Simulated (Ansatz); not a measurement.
## Electronic structure of C$_{2}$H$_{9}$AlOSi (SMILES [AlH2][O]CC[SiH3]) in real space

The calculation's input:

```
crystal:
  periodic: [false, false, false]
  atoms:
    - {symbol: C, position_ang: [-0.845669, -0.059138, 1.771315]}
    - {symbol: C, position_ang: [0.317780, 0.945177, 1.855834]}
    - {symbol: Al, position_ang: [0.687486, -1.717817, -0.046043]}
    - {symbol: O, position_ang: [-0.659152, -0.990531, 0.744136]}
    - {symbol: Si, position_ang: [0.913047, 1.460170, 0.139632]}
    - {symbol: H, position_ang: [1.983999, -2.082602, 0.791014]}
    - {symbol: H, position_ang: [0.410950, -2.236888, -1.509114]}
    - {symbol: H, position_ang: [-0.967968, -0.571060, 2.745157]}
    - {symbol: H, position_ang: [-1.786251, 0.491865, 1.583284]}
    - {symbol: H, position_ang: [1.182514, 0.501411, 2.381180]}
    - {symbol: H, position_ang: [0.028008, 1.841115, 2.431466]}
    - {symbol: H, position_ang: [1.452413, 0.240423, -0.584483]}
    - {symbol: H, position_ang: [-0.174181, 2.005420, -0.716445]}
    - {symbol: H, position_ang: [2.055758, 2.412429, 0.210183]}
basis:
  gaussian:
    orbitals: def2-SVPD
magnetization:
  spin_polarized: false
hamiltonian:
  xc: {name: PBE0}
output:
  forces: true
  orbitals: {seedname: orbitals}
```

Launched as:

```sh
ansatz run input.yaml --threads 2 --pin off --max-ram 4350MiB --events-out events.jsonl --progress --plain --runs-dir runs
```

Geometry: B3LYP-D3(BJ)/def2-SVP.

The calculation used isolated molecule in a Gaussian basis; Kohn-Sham density functional theory, functional PBE0 in Ansatz 0.2.0.

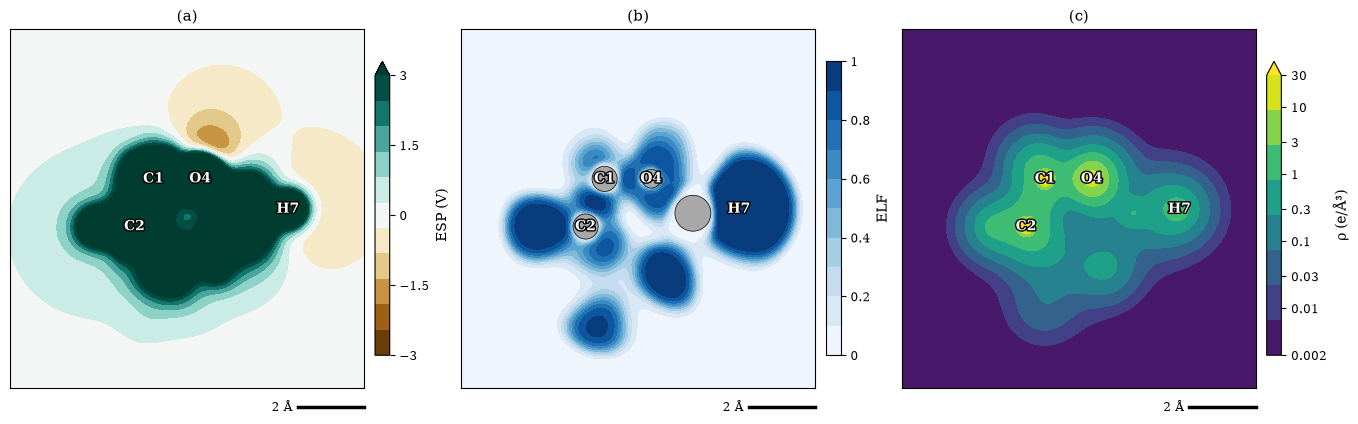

Figure 1. (a) molecular electrostatic potential; (b) ELF; (c) total electron density on the plane of atoms C2, C1 and O4. Grey discs cover the atomic cores in the ELF map.

What do the fields say about this system?

Answer. Atoms in the plane: C, O and H. C–O (1.40 Å): the density is about 2.1 e/Å³ at the midpoint, with its minimum of 1.7 e/Å³ about 0.5 Å from C; the ELF peaks at about 0.85 between the atoms: a polar covalent bond. C–C (1.54 Å): ρ is about 1.6 e/Å³ halfway; the ELF peaks at about 0.95 between the atoms: a covalent bond. The ELF also peaks beside O4, away from the bonds: lone-pair regions. Outside the dense part of the molecule the potential is most negative (−1.8 V) near O4.

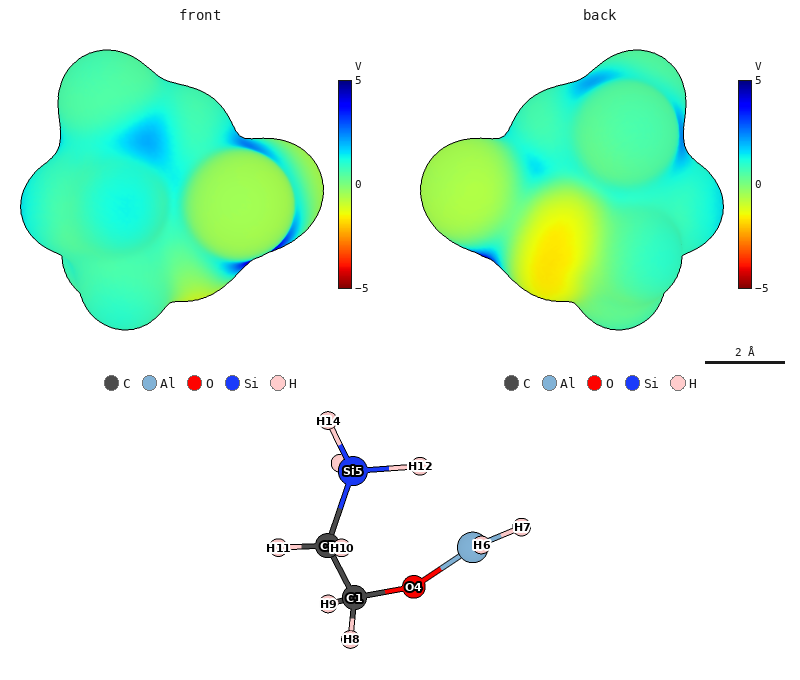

Figure 2. The molecular electrostatic potential painted on the density surface at 0.004 e/bohr³, seen from the front and from behind; red is negative and blue positive. The bare structure is drawn below in the same view.

Describe the electrostatic potential map.

Answer. The most negative region (about −1.6 V, or −37 kcal/mol for a unit charge) lies over O4, the most positive (about +4.3 V, or +99 kcal/mol for a unit charge) over Al3. O4 is the likeliest acceptor of a hydrogen bond.

How polar is the molecule by this calculation?

Answer. Its dipole moment is 2.33 D.

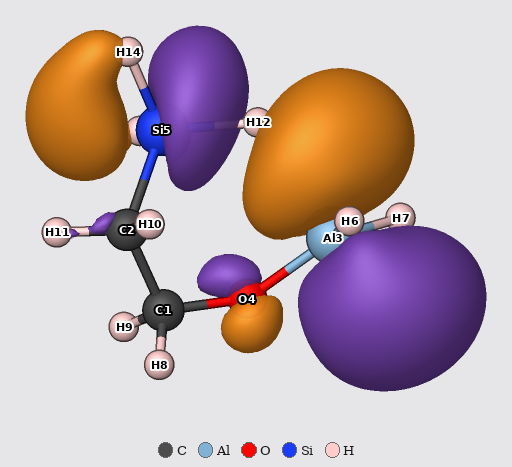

Figure 3. The LUMO at ±0.08 Å⁻³ᐟ² (orange and purple are the two phases), seen across its widest extent.

Where does this orbital lie, and at what energy?

Answer. Its weight (Hirshfeld) is mainly on Al3 (about 50 %), Si5 (about 20 %) and H12 (about 5 %). Its energy is −0.68 eV.
